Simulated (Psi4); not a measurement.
## Single-point calculation of CF$_{3}$ (charge +1)

System: CF$_{3}$, charge +1.
Method: MP2/def2-SVPD, RHF (Psi4 1.11).

The geometry is that of the parent species in another charge or spin state. The geometry comes from this level: PBE0-D4/def2-TZVP.

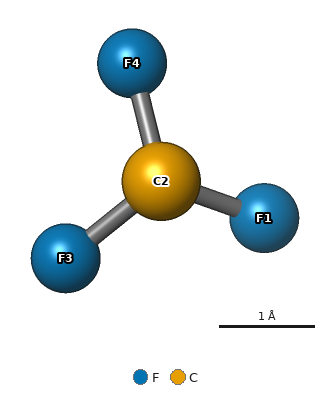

*The structure (ball-and-stick view, seen at a tilt; atoms are numbered from 1 in the order of the input).*

Bond lengths as drawn: C–F 1.31 Å.

## Input (cf3_ase.py)
```python
import numpy as np
from ase.calculators.psi4 import Psi4
from ase import Atoms

mol = Atoms(['F', 'C', 'F', 'F'], positions=[
    [-1.227500, 0.024900, 0.265400],
    [-0.039500, -0.059500, -0.286700],
    [0.658900, -1.044900, 0.227300],
    [0.608100, 1.079500, -0.205900],
])
calc = Psi4(atoms=mol, method='mp2', basis='def2-SVPD', memory='1600MB', num_threads=1, charge=1, multiplicity=1, label='cf3')
calc.psi4.set_options({'puream': True, 'e_convergence': 1e-09, 'd_convergence': 1e-08, 'scf_type': 'pk', 'num_frozen_docc': 4, 'mp2_type': 'conv'})
mol.calc = calc

print(f'energy: {mol.get_potential_energy():.6f} eV')
```

Hardware: 1 thread of Intel Xeon @ 2.50GHz (Skylake/Cascade Lake), 32 GiB of memory available, shared host.

Run as:
```bash
python cf3_ase.py
```

## Output
```
=> Loading Basis Set <=

    Name: DEF2-SVPD
    Role: ORBITAL
    Keyword: BASIS

         ---------------------------------------------------------
                                   SCF
                              RHF Reference
                        1 Threads,   1525 MiB Core
         ---------------------------------------------------------

  ==> Geometry <==

    Molecular point group: c1
    Full point group: C1

    Geometry (in Angstrom), charge = 1, multiplicity = 1:

       Center              X                  Y                   Z               Mass
    ------------   -----------------  -----------------  -----------------  -----------------
         F           -1.231506610415     0.018864726084     0.236291572879    18.998403162730
         C           -0.043506610415    -0.065535273916    -0.315808427121    12.000000000000
         F            0.654893389585    -1.050935273916     0.198191572879    18.998403162730
         F            0.604093389585     1.073464726084    -0.235008427121    18.998403162730

  Running in c1 symmetry.

  Rotational constants: A =      0.36476  B =      0.36467  C =      0.18864 [cm^-1]
  Rotational constants: A =  10935.35879  B =  10932.44683  C =   5655.21106 [MHz]
  Nuclear repulsion =  124.596026532847389

  Charge       = 1
  Multiplicity = 1
  Electrons    = 32
  Nalpha       = 16
  Nbeta        = 16

  ==> Algorithm <==

  SCF Algorithm Type is PK.
  DIIS enabled.
  MOM disabled.
  Fractional occupation disabled.
  Guess Type is SAD.
  Energy threshold   = 1.00e-09
  Density threshold  = 1.00e-08
  Integral threshold = 1.00e-12

  ==> Primary Basis <==

  Basis Set: DEF2-SVPD
    Blend: DEF2-SVPD
    Number of shells: 35
    Number of basis functions: 89
    Number of Cartesian functions: 97
    Spherical Harmonics?: true
    Max angular momentum: 2

  ==> Integral Setup <==

  Using in-core PK algorithm.
   Calculation information:
      Number of atoms:                   4
      Number of AO shells:              35
      Number of primitives:             59
      Number of atomic orbitals:        97
      Number of basis functions:        89

      Integral cutoff                 1.00e-12
      Number of threads:                 1

  Performing in-core PK
  Using 16044030 doubles for integral storage.
  We computed 196498 shell quartets total.
  Whereas there are 198765 unique shell quartets.

  ==> DiskJK: Disk-Based J/K Matrices <==

    J tasked:                  Yes
    K tasked:                  Yes
    wK tasked:                  No
    Memory [MiB]:             1144
    Schwarz Cutoff:          1E-12

  Minimum eigenvalue in the overlap matrix is 1.2923847230E-03.
  Reciprocal condition number of the overlap matrix is 1.8846374500E-04.
    Using symmetric orthogonalization.

  ==> Pre-Iterations <==

  SCF Guess: Superposition of Atomic Densities via on-the-fly atomic UHF (no occupation information).

   -------------------------
    Irrep   Nso     Nmo
   -------------------------
     A         89      89
   -------------------------
    Total      89      89
   -------------------------

  ==> Iterations <==

                        Total Energy        Delta E     RMS |[F,P]|

   @RHF iter SAD:  -335.39074601029165   -3.35391e+02   0.00000e+00
   @RHF iter   1:  -335.23945453542501    1.51291e-01   7.56968e-03 DIIS/ADIIS
   @RHF iter   2:  -335.37520509181428   -1.35751e-01   5.29461e-03 DIIS/ADIIS
   @RHF iter   3:  -335.44835701250167   -7.31519e-02   8.06771e-04 DIIS/ADIIS
   @RHF iter   4:  -335.45074433407183   -2.38732e-03   2.20901e-04 DIIS/ADIIS
   @RHF iter   5:  -335.45118500202409   -4.40668e-04   5.20174e-05 DIIS
   @RHF iter   6:  -335.45121810028377   -3.30983e-05   9.55950e-06 DIIS
   @RHF iter   7:  -335.45121921590754   -1.11562e-06   2.54567e-06 DIIS
   @RHF iter   8:  -335.45121929202060   -7.61131e-08   6.56787e-07 DIIS
   @RHF iter   9:  -335.45121929593154   -3.91094e-09   1.43934e-07 DIIS
   @RHF iter  10:  -335.45121929606944   -1.37902e-10   6.75622e-08 DIIS
   @RHF iter  11:  -335.45121929608797   -1.85310e-11   1.31295e-08 DIIS
   @RHF iter  12:  -335.45121929608877   -7.95808e-13   2.34484e-09 DIIS
  Energy and wave function converged.

  ==> Post-Iterations <==

    Orbital Energies [Eh]
    ---------------------

    Doubly Occupied:

       1A    -26.732996     2A    -26.732958     3A    -26.732880
       4A    -11.994899     5A     -2.088216     6A     -1.987974
       7A     -1.987902     8A     -1.306578     9A     -1.197968
      10A     -1.197942    11A     -1.146145    12A     -1.055400
      13A     -1.055374    14A     -1.025929    15A     -1.025891
      16A     -1.016350

    Virtual:

      17A     -0.366890    18A     -0.090255    19A     -0.034329
      20A     -0.034308    21A     -0.028836    22A      0.035922
      23A      0.035952    24A      0.047806    25A      0.047810
      26A      0.059588    27A      0.079542    28A      0.079582
      29A      0.106569    30A      0.145795    31A      0.171853
      32A      0.214779    33A      0.214801    34A      0.273002
      35A      0.286148    36A      0.286170    37A      0.340058
      38A      0.340076    39A      0.443111    40A      0.501524
      41A      0.514067    42A      0.517368    43A      0.517372
      44A      0.580681    45A      0.580714    46A      0.629148
      47A      0.629201    48A      0.638223    49A      0.667510
      50A      0.667528    51A      0.689390    52A      0.699661
      53A      0.699704    54A      0.766566    55A      0.917906
      56A      0.917942    57A      0.978482    58A      1.427152
      59A      1.427155    60A      1.511331    61A      1.632349
      62A      1.632453    63A      1.725245    64A      1.738968
      65A      1.853148    66A      1.853167    67A      2.004505
      68A      2.032844    69A      2.032876    70A      2.088594
      71A      2.088633    72A      2.176244    73A      2.197250
      74A      2.197356    75A      3.275677    76A      3.336058
      77A      3.336089    78A      3.343378    79A      3.352562
      80A      3.352588    81A      3.352652    82A      3.393819
      83A      3.393870    84A      3.489322    85A      3.748905
      86A      3.749049    87A      3.900936    88A      4.027287
      89A      4.027424

    Final Occupation by Irrep:
              A
    DOCC [    16 ]
    NA   [    16 ]
    NB   [    16 ]

  @RHF Final Energy:  -335.45121929608877

   => Energetics <=

    Nuclear Repulsion Energy =            124.5960265328473895
    One-Electron Energy =                -703.5236884332309728
    Two-Electron Energy =                 243.4764426042948173
    Total Energy =                       -335.4512192960887660

Computation Completed

Properties will be evaluated at   0.000000,   0.000000,   0.000000 [a0]

Properties computed using the SCF density matrix

 Multipole Moments:

 ------------------------------------------------------------------------------------
     Multipole            Electronic (a.u.)      Nuclear  (a.u.)        Total (a.u.)
 ------------------------------------------------------------------------------------

 L = 1.  Multiply by 2.5417464519 to convert [e a0] to [Debye]
 Dipole X            :         -0.0814915           -0.0259235           -0.1074151
 Dipole Y            :         -0.1229605           -0.0390494           -0.1620098
 Dipole Z            :         -0.5918211           -0.1881753           -0.7799965
 Magnitude           :                                                    0.8038530

 ------------------------------------------------------------------------------------

	total time  =          2 seconds =       0.03 minutes
 MINTS: Wrapper to libmints.

   Calculation information:
      Number of threads:                 1
      Number of atoms:                   4
      Number of AO shells:              35
      Number of SO shells:              35
      Number of primitives:             59
      Number of atomic orbitals:        97
      Number of basis functions:        89

      Number of irreps:                  1
      Integral cutoff                 1.00e-12
      Number of functions per irrep: [  89 ]

 OEINTS: Overlap, kinetic, potential, dipole, and quadrupole integrals
         stored in file 35.

      Computing two-electron integrals...done
      Computed 7855519 non-zero two-electron integrals.
        Stored in file 33.

  Module OCC Options:
  ----------------------------------------------------------------------------
  ACTIVE                        => (empty)
  BASIS_RELATIVISTIC            => (empty)
  BENCH                         => (empty)
  CACHELEVEL                    => (empty)
  CCL_ENERGY                    => (empty)
  CC_MAXITER                    => (empty)
  CC_TYPE                       => (empty)
  CEPA_OS_SCALE                 => (empty)
  CEPA_SOS_SCALE                => (empty)
  CEPA_SS_SCALE                 => (empty)
  CEPA_TYPE                     => (empty)
  CI_TYPE                       => (empty)
  CUBEPROP_BASIS_FUNCTIONS      => (empty)
  CUBEPROP_FILEPATH             => (empty)
  CUBEPROP_ISOCONTOUR_THRESHOLD => (empty)
  CUBEPROP_ORBITALS             => (empty)
  CUBEPROP_TASKS                => (empty)
  CUBIC_BASIS_TOLERANCE         => (empty)
  CUBIC_BLOCK_MAX_POINTS        => (empty)
  CUBIC_GRID_OVERAGE            => (empty)
  CUBIC_GRID_SPACING            => (empty)
  CUTOFF                        => (empty)
  DDX                           => (empty)
  DEBUG                         => (empty)
  DERTYPE                       => (empty)
  DF_BASIS_CC                   => (empty)
  DIE_IF_NOT_CONVERGED          => (empty)
  DIIS_MAX_VECS                 => (empty)
  DIIS_MIN_VECS                 => (empty)
  DKH_ORDER                     => (empty)
  DOCC                          => (empty)
  DO_DIIS                       => (empty)
  DO_LEVEL_SHIFT                => (empty)
  DO_SCS                        => (empty)
  DO_SOS                        => (empty)
  E3_SCALE                      => (empty)
  EA_POLES                      => (empty)
  EKT_EA                        => (empty)
  EKT_IP                        => (empty)
  EP_EA_POLES                   => (empty)
  EP_IP_POLES                   => (empty)
  EP_MAXITER                    => (empty)
  EXTERNAL_POTENTIAL_SYMMETRY   => (empty)
  E_CONVERGENCE                 => 1e-09           !
  FREEZE_CORE                   => (empty)
  FREEZE_CORE_POLICY            => (empty)
  FROZEN_DOCC                   => (empty)
  FROZEN_UOCC                   => (empty)
  INTEGRAL_PACKAGE              => (empty)
  IP_POLES                      => (empty)
  LEVEL_SHIFT                   => (empty)
  LITERAL_CFOUR                 => (empty)
  LS_THC_BASIS_TOLERANCE        => (empty)
  LS_THC_DF                     => (empty)
  LS_THC_PRUNING_SCHEME         => (empty)
  LS_THC_RADIAL_POINTS          => (empty)
  LS_THC_SPHERICAL_POINTS       => (empty)
  LS_THC_S_EPSILON              => (empty)
  LS_THC_WEIGHTS_TOLERANCE      => (empty)
  MAT_NUM_COLUMN_PRINT          => (empty)
  MAX_MOGRAD_CONVERGENCE        => (empty)
  MAX_RADIAL_MOMENT             => (empty)
  MBIS_D_CONVERGENCE            => (empty)
  MBIS_MAXITER                  => (empty)
  MBIS_PRUNING_SCHEME           => (empty)
  MBIS_RADIAL_POINTS            => (empty)
  MBIS_SPHERICAL_POINTS         => (empty)
  MOGRAD_DAMPING                => (empty)
  MOLDEN_WITH_VIRTUAL           => (empty)
  MO_MAXITER                    => (empty)
  MO_READ                       => (empty)
  MO_STEP_MAX                   => (empty)
  MO_WRITE                      => (empty)
  MP2_OS_SCALE                  => (empty)
  MP2_SOS_SCALE                 => (empty)
  MP2_SOS_SCALE2                => (empty)
  MP2_SS_SCALE                  => (empty)
  MP2_TYPE                      => CONV            !
  MP_TYPE                       => (empty)
  NAT_ORBS                      => (empty)
  NUM_FROZEN_DOCC               => 4               !
  NUM_FROZEN_UOCC               => (empty)
  NUM_GPUS                      => (empty)
  OCC_ORBS_PRINT                => (empty)
  OEPROP                        => (empty)
  OPT_METHOD                    => (empty)
  ORBITAL_OPTIMIZER_PACKAGE     => (empty)
  ORB_OPT                       => FALSE           !
  ORB_RESP_SOLVER               => (empty)
  ORTH_TYPE                     => (empty)
  OS_SCALE                      => (empty)
  PARENT_SYMMETRY               => (empty)
  PCG_BETA_TYPE                 => (empty)
  PCG_CONVERGENCE               => (empty)
  PCG_MAXITER                   => (empty)
  PCM                           => (empty)
  PE                            => (empty)
  PRINT                         => (empty)
  PRINT_NOONS                   => (empty)
  PROPERTIES                    => (empty)
  PROPERTIES_ORIGIN             => (empty)
  PUREAM                        => TRUE            !
  QC_MODULE                     => (empty)
  RAS1                          => (empty)
  RAS2                          => (empty)
  RAS3                          => (empty)
  RAS4                          => (empty)
  RELATIVISTIC                  => (empty)
  RELAXED                       => (empty)
  REMP_A                        => (empty)
  RESTRICTED_DOCC               => (empty)
  RESTRICTED_UOCC               => (empty)
  RMS_MOGRAD_CONVERGENCE        => (empty)
  R_CONVERGENCE                 => (empty)
  SCF_TYPE                      => PK              !
  SCREENING                     => (empty)
  SCS_TYPE                      => (empty)
  SOCC                          => (empty)
  SOS_TYPE                      => (empty)
  SPIN_SCALE_TYPE               => NONE            !
  SS_SCALE                      => (empty)
  SYMMETRIZE                    => (empty)
  TPDM_ABCD_TYPE                => (empty)
  WFN                           => (empty)
  WFN_TYPE                      => OMP2            !
  WRITER_FILE_LABEL             => (empty)
  ZORA_BASIS_TOLERANCE          => (empty)
  ZORA_NR_DEBUG                 => (empty)
  ZORA_PRUNING_SCHEME           => (empty)
  ZORA_RADIAL_POINTS            => (empty)
  ZORA_SPHERICAL_POINTS         => (empty)

 ==============================================================================
 ==============================================================================
 ==============================================================================

                             MP2

 ==============================================================================
 ==============================================================================
 ==============================================================================

	MO spaces per irreps...

	IRREP   FC    OCC   VIR  FV
	==============================
	   A     4    12    73    0
	==============================

	Memory is   1600 MB
	Cost of iabc is     40 MB
	Cost of abcd is    216 MB
	Switching to the incore algorithm for iabc..
	Switching to the incore algorithm for abcd..

	Computing MP2 energy using SCF MOs (Canonical MP2)...
	==============================================================================
	Nuclear Repulsion Energy (a.u.)    :   124.59602653284739
	SCF Energy (a.u.)                  :  -335.45121929608877
	REF Energy (a.u.)                  :  -335.45121929608877
	Alpha-Alpha Contribution (a.u.)    :    -0.09940186775651
	Alpha-Beta Contribution (a.u.)     :    -0.51340967902693
	Beta-Beta Contribution (a.u.)      :    -0.09940186775651
	Scaled_SS Correlation Energy (a.u.):    -0.06626791183767
	Scaled_OS Correlation Energy (a.u.):    -0.61609161483232
	SCS-MP2 Total Energy (a.u.)        :  -336.13357882275881
	SOS-MP2 Total Energy (a.u.)        :  -336.06731091092109
	SCSN-MP2 Total Energy (a.u.)       :  -335.80111387059162
	SCS-MP2-VDW Total Energy (a.u.)    :  -336.20778555299967
	SOS-PI-MP2 Total Energy (a.u.)     :  -336.16999284672647
	MP2 Correlation Energy (a.u.)      :    -0.71221341453995
	MP2 Total Energy (a.u.)            :  -336.16343271062868
	==============================================================================

	total time  =          1 seconds =       0.02 minutes
```

## Standard output
```
energy: -9147.472935 eV
```

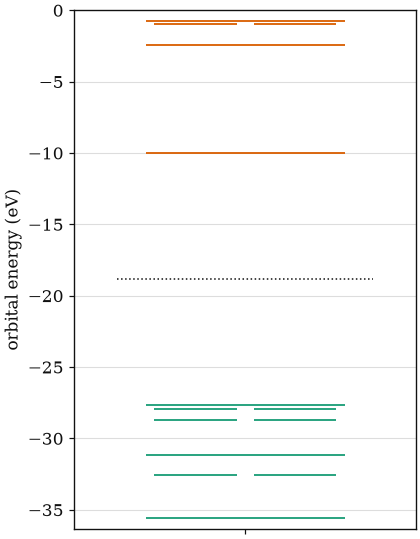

*Orbital energies near the frontier (SCF reference); the dotted line parts filled from empty levels, and levels within 0.02 eV of each other stand side by side.*

Highest filled −27.66 eV, lowest empty −9.98 eV, 17.68 eV apart.

## Key numbers

| quantity | value |
| --- | --- |
| outcome | converged |
| total energy | −336.163433 hartree |
| SCF energy | −335.451219 hartree |
| MP2 energy | −336.163433 hartree |
| correlation energy | −0.712213 hartree |
| basis functions | 89 |
| HOMO of the SCF reference | −27.66 eV |
| LUMO of the SCF reference | −9.98 eV |
| wall time | 5.7 s |
| peak memory | 0.46 GiB |
